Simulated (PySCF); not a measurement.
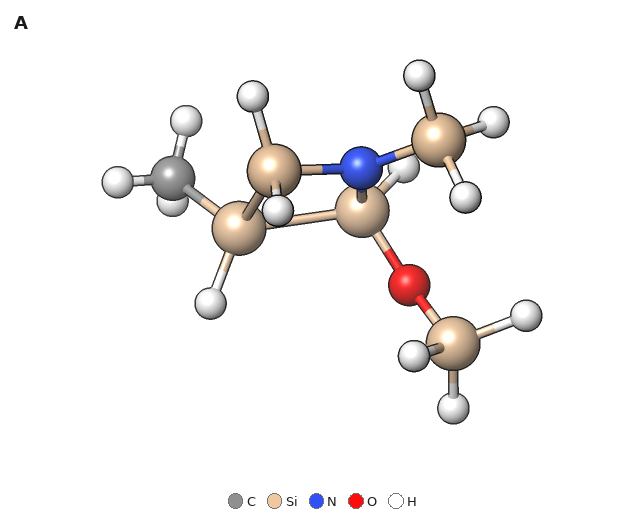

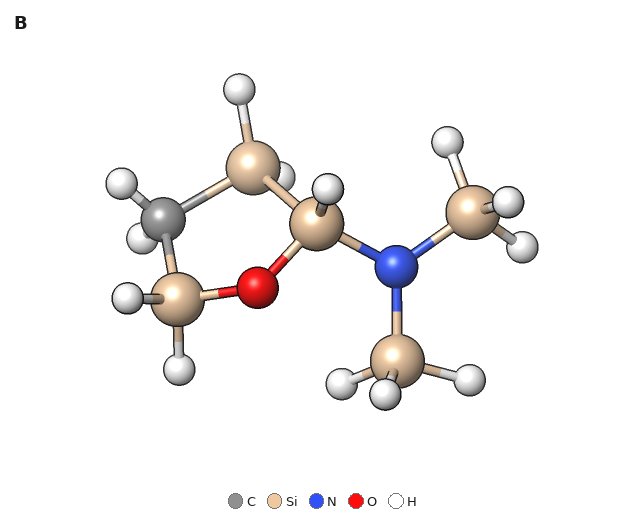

2 stationary structures of one formula. Geometries: GFN2-xTB. Electronic energies: PBE0/pcSseg-1 (PySCF 2.14.0), without zero-point energy. No frequency run is at hand to confirm each as a minimum. Each is one conformer, not always the lowest.

Are they conformers, stereoisomers or constitutional isomers?

They are constitutional isomers of CH13NOSi5: A `C[Si@@H]1[SiH2]N([SiH3])[Si@H]1O[SiH3]`, B `[SiH3]N([SiH3])[Si@@H]1O[SiH2]C[SiH2]1`.

Which is lowest in energy, and by how much?

B is lowest; A lies 6.3 kcal/mol above it.

The geometry is semi-empirical. Around Si such bond lengths and angles can be off by a tenth of an ångström or more and by several degrees, and values that hang on the shape move with them.
